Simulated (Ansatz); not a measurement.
## Run report: CH$_{5}$BClN, molecular dynamics (part 1 of 2)

CH$_{5}$BClN, computed with RKS BLYP-d3bjatm/def2-SVP (Ansatz 0.2.0).

The geometry comes from this level: PBE0-D4/def2-TZVP. Figures and captions count atoms from 1; the log counts them from 0 in places.

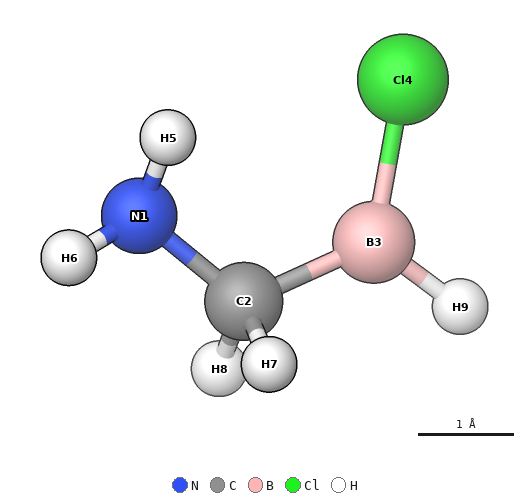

The structure as given in the input (ball-and-stick view, seen at a tilt; atoms are numbered from 1 in the order of the input).

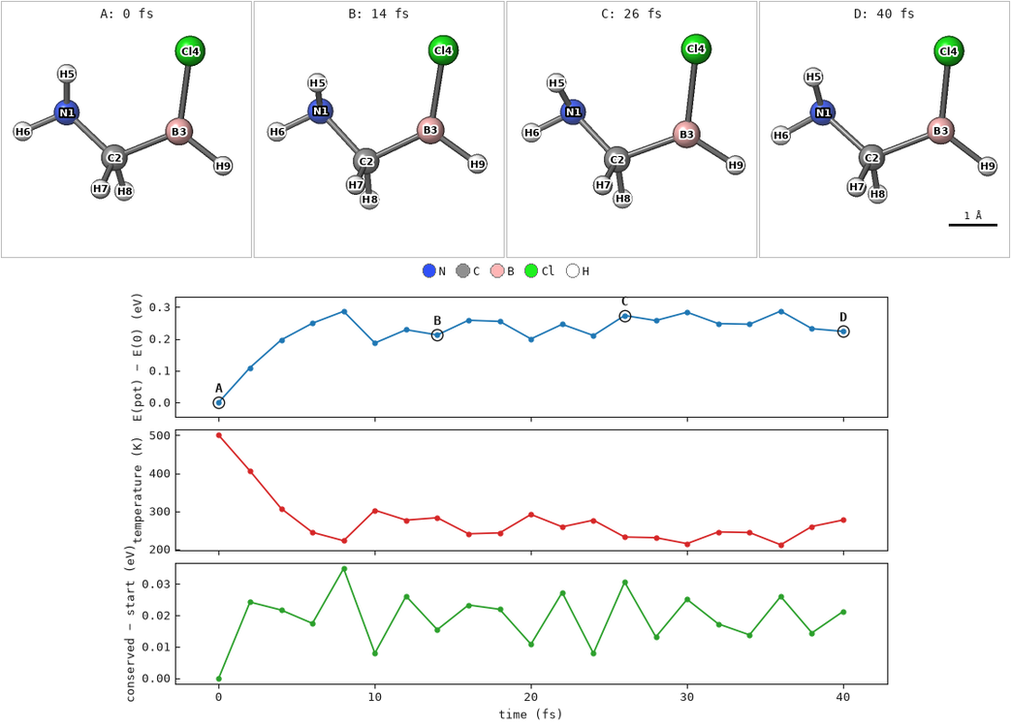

Frames of the molecular dynamics (ball-and-stick, seen at a tilt) above the curves, on which the letters mark them. The trajectory kept here has 21 frames over 40 fs. The temperature starts at 500 K, ranges from 211 to 500 K and averages 249 K over the second half. The potential energy ends 0.223 eV above its first value. The conserved quantity stays within 0.035 eV. After an unweighted best fit of the last frame on the first, the root-mean-square displacement is 0.22 Å, and H6 has moved furthest (0.38 Å).

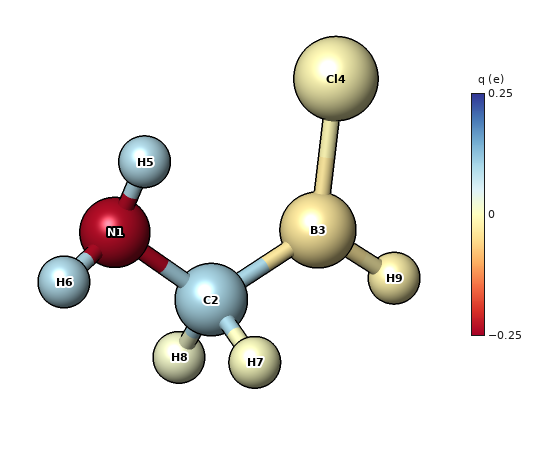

Mulliken charges, as the colour of each atom (ball-and-stick view, seen at a tilt; atoms are numbered from 1 in the order of the input). By element: N −0.23, C +0.10, B −0.03, Cl −0.01 and H −0.02 to +0.09 e.

These pictures come from the run below.

### The input
```yaml
crystal:
  periodic: [false, false, false]
  atoms:
    - {symbol: N, position_ang: [-0.982547, 0.902013, 0.103634]}
    - {symbol: C, position_ang: [0.104444, 0.053280, 0.532040]}
    - {symbol: B, position_ang: [0.577314, -1.055562, -0.440190]}
    - {symbol: Cl, position_ang: [0.054158, -1.097158, -2.108094]}
    - {symbol: H, position_ang: [-0.910288, 1.129303, -0.878914]}
    - {symbol: H, position_ang: [-1.020481, 1.764642, 0.627623]}
    - {symbol: H, position_ang: [1.053505, 0.586350, 0.761361]}
    - {symbol: H, position_ang: [-0.145860, -0.439398, 1.483030]}
    - {symbol: H, position_ang: [1.358154, -1.889671, -0.097590]}
basis:
  gaussian: {orbitals: def2-SVP}
hamiltonian: {xc: {name: BLYP}, dispersion: d3bjatm}
md: {timestep: 2 fs, n_steps: 20, ensemble: nve, temperature: 500, initial_velocities: maxwell_boltzmann, seed: 965}
```

Launch command:
```bash
ansatz run in.yaml --threads 2 --pin off --events-out ev --progress --plain --max-ram 4352MiB
```

### Output
```
Functional definition: BLYP
  name "BLYP"
  cite "Becke, Phys. Rev. A 38, 3098 (1988) doi:10.1103/PhysRevA.38.3098"
  cite "Lee, Yang & Parr, Phys. Rev. B 37, 785 (1988) doi:10.1103/PhysRevB.37.785"
  parameter beta = 0.0042
  parameter a = 0.04918
  parameter b = 0.132
  parameter c = 0.2533
  parameter d = 0.349
  exchange = b88_x(beta = beta)
  correlation = lyp_c(a = a, b = b, c = c, d = d)
969 factors; their error is unknown
mean field evaluation 1: about -15789.6918 eV, gradient 6.5e1 eV
mean field evaluation 2: about -15727.9726 eV, gradient 1.3e2 eV
mean field evaluation 4: about -15799.3772 eV, gradient 1.2e1 eV
mean field evaluation 8: about -15799.8487 eV, gradient 1.4e-1 eV
mean field evaluation 16: about -15799.7992 eV, gradient 3.3e-4 eV
mean field -15799.79923466 eV, -580.6319123852 hartree, gradient 2.9e-5 eV, S^2 0.000000; 0 other end points of the search recorded, 0 dependent functions left out
the calculation of the forces begins
reference -15799.79953414 eV, -580.6319233910 hartree; 20, 20 occupied and 65, 65 virtual orbitals, 969 factors
md step     0: t =     0.00 fs  T =   500.0 K  F+E_penalty+E_count = -15800.16120585 eV  E_kin = 0.452410 eV  conserved = -15799.70879586 eV  (29 SCF iters)
these checks for a lower state are left out or cut short: starts, cluster_reference, orbital_swaps, neighbouring_geometries, increment
969 factors; their error is unknown
mean field -15799.69124062 eV, -580.6279436776 hartree, gradient 2.0e-5 eV, S^2 0.000000; 0 other end points of the search recorded, 0 dependent functions left out
[... from here on the field's lines of each further geometry are left out, up to the last ...]
md step     1: t =     2.00 fs  T =   406.1 K  F+E_penalty+E_count = -15800.05203751 eV  E_kin = 0.367424 eV  conserved = -15799.68461309 eV  (28 SCF iters, 5 dispersion substeps)
md step     2: t =     4.00 fs  T =   306.9 K  F+E_penalty+E_count = -15799.96481661 eV  E_kin = 0.277667 eV  conserved = -15799.68714963 eV  (28 SCF iters, 5 dispersion substeps)
md step     3: t =     6.00 fs  T =   244.3 K  F+E_penalty+E_count = -15799.91239507 eV  E_kin = 0.221004 eV  conserved = -15799.69139128 eV  (28 SCF iters, 5 dispersion substeps)
md step     4: t =     8.00 fs  T =   222.1 K  F+E_penalty+E_count = -15799.87492663 eV  E_kin = 0.200980 eV  conserved = -15799.67394620 eV  (28 SCF iters, 5 dispersion substeps)
md step     5: t =    10.00 fs  T =   302.4 K  F+E_penalty+E_count = -15799.97453006 eV  E_kin = 0.273643 eV  conserved = -15799.70088724 eV  (28 SCF iters, 5 dispersion substeps)
md step     6: t =    12.00 fs  T =   276.3 K  F+E_penalty+E_count = -15799.93275739 eV  E_kin = 0.250031 eV  conserved = -15799.68272591 eV  (29 SCF iters, 5 dispersion substeps)
md step     7: t =    14.00 fs  T =   282.7 K  F+E_penalty+E_count = -15799.94917692 eV  E_kin = 0.255785 eV  conserved = -15799.69339218 eV  (31 SCF iters, 5 dispersion substeps)
md step     8: t =    16.00 fs  T =   240.4 K  F+E_penalty+E_count = -15799.90304163 eV  E_kin = 0.217499 eV  conserved = -15799.68554301 eV  (30 SCF iters, 5 dispersion substeps)
md step     9: t =    18.00 fs  T =   242.8 K  F+E_penalty+E_count = -15799.90662493 eV  E_kin = 0.219701 eV  conserved = -15799.68692437 eV  (29 SCF iters, 5 dispersion substeps)
md step    10: t =    20.00 fs  T =   291.3 K  F+E_penalty+E_count = -15799.96163861 eV  E_kin = 0.263607 eV  conserved = -15799.69803159 eV  (28 SCF iters, 5 dispersion substeps)
md step    11: t =    22.00 fs  T =   258.8 K  F+E_penalty+E_count = -15799.91572258 eV  E_kin = 0.234158 eV  conserved = -15799.68156477 eV  (28 SCF iters, 5 dispersion substeps)
md step    12: t =    24.00 fs  T =   276.3 K  F+E_penalty+E_count = -15799.95097288 eV  E_kin = 0.250042 eV  conserved = -15799.70093095 eV  (28 SCF iters, 5 dispersion substeps)
md step    13: t =    26.00 fs  T =   231.9 K  F+E_penalty+E_count = -15799.88806140 eV  E_kin = 0.209816 eV  conserved = -15799.67824574 eV  (28 SCF iters, 5 dispersion substeps)
md step    14: t =    28.00 fs  T =   230.2 K  F+E_penalty+E_count = -15799.90396453 eV  E_kin = 0.208253 eV  conserved = -15799.69571104 eV  (30 SCF iters, 5 dispersion substeps)
md step    15: t =    30.00 fs  T =   214.5 K  F+E_penalty+E_count = -15799.87782850 eV  E_kin = 0.194070 eV  conserved = -15799.68375861 eV  (30 SCF iters, 5 dispersion substeps)
md step    16: t =    32.00 fs  T =   245.3 K  F+E_penalty+E_count = -15799.91353844 eV  E_kin = 0.221984 eV  conserved = -15799.69155419 eV  (29 SCF iters, 5 dispersion substeps)
md step    17: t =    34.00 fs  T =   243.7 K  F+E_penalty+E_count = -15799.91556561 eV  E_kin = 0.220513 eV  conserved = -15799.69505290 eV  (28 SCF iters, 5 dispersion substeps)
md step    18: t =    36.00 fs  T =   211.5 K  F+E_penalty+E_count = -15799.87415866 eV  E_kin = 0.191331 eV  conserved = -15799.68282773 eV  (28 SCF iters, 5 dispersion substeps)
md step    19: t =    38.00 fs  T =   259.8 K  F+E_penalty+E_count = -15799.92947382 eV  E_kin = 0.235057 eV  conserved = -15799.69441667 eV  (28 SCF iters, 5 dispersion substeps)
the calculation of the forces begins
reference -15799.58666185 eV, -580.6241004785 hartree; 20, 20 occupied and 65, 65 virtual orbitals, 969 factors
969 factors; their error is unknown
mean field evaluation 160: about -15799.6372 eV, gradient 2.6e-1 eV
mean field -15799.58635436 eV, -580.6240891786 hartree, gradient 2.8e-5 eV, S^2 0.000000; 1 other end points of the search recorded, 0 dependent functions left out
the calculation of the forces begins
reference -15799.58666185 eV, -580.6241004785 hartree; 20, 20 occupied and 65, 65 virtual orbitals, 969 factors
md step    20: t =    40.00 fs  T =   276.8 K  F+E_penalty+E_count = -15799.93802738 eV  E_kin = 0.250434 eV  conserved = -15799.68759325 eV  (29 SCF iters, 5 dispersion substeps)
Total energy: -15799.93833486 eV, -580.6370242233 hartree
Atom 0 at    -1.043013     0.923436     0.147166 Å, force     0.698934     0.141006    -1.018380 eV/Å
Atom 1 at     0.180686     0.109440     0.482973 Å, force    -1.033569     0.175601     1.273422 eV/Å
Atom 2 at     0.532414    -1.141545    -0.435545 Å, force    -0.216231     0.046693     1.147153 eV/Å
Atom 3 at     0.077173    -1.101343    -2.123099 Å, force     0.069547    -0.204810    -0.403418 eV/Å
Atom 4 at    -0.898819     1.379186    -0.804952 Å, force    -0.331818    -0.240231     1.398802 eV/Å
Atom 5 at    -1.292722     1.633972     0.885486 Å, force     0.628891    -0.530293    -0.913766 eV/Å
Atom 6 at     1.138966     0.698699     0.653797 Å, force    -0.163390    -0.160671    -0.113268 eV/Å
Atom 7 at    -0.060531    -0.308212     1.519663 Å, force     0.479255     0.118152    -0.680928 eV/Å
Atom 8 at     1.052019    -2.150016     0.099174 Å, force    -0.131619     0.654554    -0.689616 eV/Å
Dipole moment:     0.142782     0.271774     0.137251 e Å
```

### Trajectory as extended XYZ (Å, eV, eV/Å), 21 frames, from step=0 to step=20
```
9
Properties=species:S:1:pos:R:3:forces:R:3 step=0 time_fs=0.0 energy=-15800.16121 temperature=500.0
N    -0.9825    0.9020    0.1036   -0.4880  -0.4389   0.1777
C     0.1044    0.0533    0.5320   -0.2258   0.0752  -0.2903
B     0.5773   -1.0556   -0.4402    0.0404  -0.0612   0.1867
Cl    0.0542   -1.0972   -2.1081   -0.1549  -0.0142  -0.5525
H    -0.9103    1.1293   -0.8789    0.0619   0.2036  -0.6333
H    -1.0205    1.7646    0.6276   -0.0432   0.5965   0.3142
H     1.0535    0.5864    0.7614    0.5611   0.2003   0.1594
H    -0.1459   -0.4394    1.4830   -0.0415  -0.2729   0.5115
H     1.3582   -1.8897   -0.0976    0.2899  -0.2882   0.1266
9
Properties=species:S:1:pos:R:3:forces:R:3 step=1 time_fs=2.0 energy=-15800.05204 temperature=406.1
N    -0.9815    0.8892    0.1009   -0.7923   1.3127  -1.1112
C     0.1098    0.0590    0.5536   -0.3099  -0.1362  -1.7719
B     0.5558   -1.0519   -0.4604    0.8499  -0.5603   1.5096
Cl    0.0569   -1.0981   -2.1075   -0.2986  -0.0038  -0.9889
H    -0.8944    1.2146   -0.9130    0.1434  -0.7556   1.2871
H    -1.0522    1.7796    0.6184    0.0402  -0.2276   0.1502
H     1.0593    0.5732    0.7261    1.0806   0.5786   0.2234
H    -0.0893   -0.4126    1.5043   -0.3883  -0.4975   1.0055
H     1.3669   -1.8991   -0.0630   -0.3252   0.2898  -0.3037
9
Properties=species:S:1:pos:R:3:forces:R:3 step=2 time_fs=4.0 energy=-15799.96482 temperature=306.9
N    -0.9826    0.8801    0.0952   -0.8731   2.1480  -0.6163
C     0.1142    0.0643    0.5695    0.3563  -0.2560  -1.3831
B     0.5372   -1.0503   -0.4753    1.3016  -0.6687   2.5297
Cl    0.0593   -1.0991   -2.1080   -0.4330   0.0076  -1.3797
H    -0.8729    1.2710   -0.8978    0.2380  -1.1202   1.2233
H    -1.0824    1.7858    0.6149    0.0811  -0.7776   0.0930
H     1.1065    0.5821    0.6994    0.2133   0.1628   0.0947
H    -0.0476   -0.4049    1.5641   -0.3201   0.0382  -0.0183
H     1.3631   -1.8975   -0.0401   -0.5639   0.4660  -0.5434
9
Properties=species:S:1:pos:R:3:forces:R:3 step=3 time_fs=6.0 energy=-15799.91239 temperature=244.3
N    -0.9861    0.8768    0.0877   -0.7192   1.1572   1.1531
C     0.1197    0.0687    0.5809    0.8596  -0.2417  -0.8195
B     0.5234   -1.0510   -0.4811    1.2581  -0.3566   2.9302
Cl    0.0613   -1.1000   -2.1100   -0.5142   0.0346  -1.5586
H    -0.8424    1.2845   -0.8357    0.4486  -0.5469  -0.6596
H    -1.1095    1.7623    0.6149   -0.0240  -0.4402   0.4366
H     1.1619    0.5973    0.6764   -0.7468  -0.2832   0.0367
H    -0.0182   -0.3957    1.6232   -0.2206   0.5035  -1.0260
H     1.3377   -1.8780   -0.0379   -0.3415   0.1733  -0.4929
9
Properties=species:S:1:pos:R:3:forces:R:3 step=4 time_fs=8.0 energy=-15799.87493 temperature=222.1
N    -0.9915    0.8767    0.0834   -0.4450  -0.2993   2.1439
C     0.1279    0.0724    0.5897    0.7732  -0.1012  -0.9520
B     0.5140   -1.0530   -0.4765    0.7183   0.2546   2.5803
Cl    0.0627   -1.1010   -2.1137   -0.5099   0.0789  -1.4237
H    -0.7947    1.2771   -0.7989    0.5886   0.1931  -1.9153
H    -1.1375    1.7219    0.6317   -0.1628   0.2663   0.7294
H     1.1886    0.6017    0.6547   -1.0219  -0.3528   0.0596
H     0.0028   -0.3673    1.6430   -0.2190   0.4629  -1.0586
H     1.2993   -1.8518   -0.0547    0.2785  -0.5026  -0.1635
```
